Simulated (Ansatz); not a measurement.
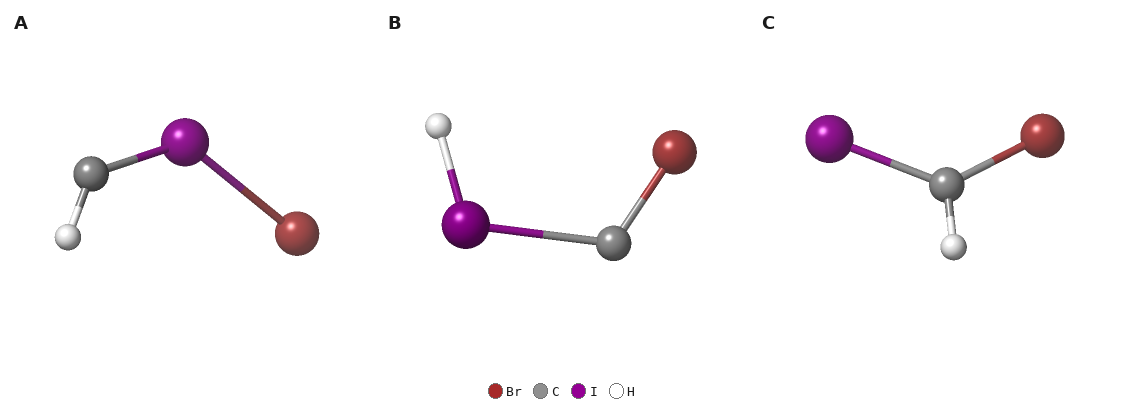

3 stationary structures of one formula. Charge +1, singlet. Geometries: PBE-D4/def2-SVP. Electronic energies: PBE-D4/def2-SVP (Ansatz 0.2.0), without zero-point energy. No frequency run is at hand to confirm each as a minimum.

Question: Rank them by energy, lowest first.

Answer: C is lowest; B lies 265.7 kJ/mol above it, A lies 278.7 kJ/mol above it (Cs).
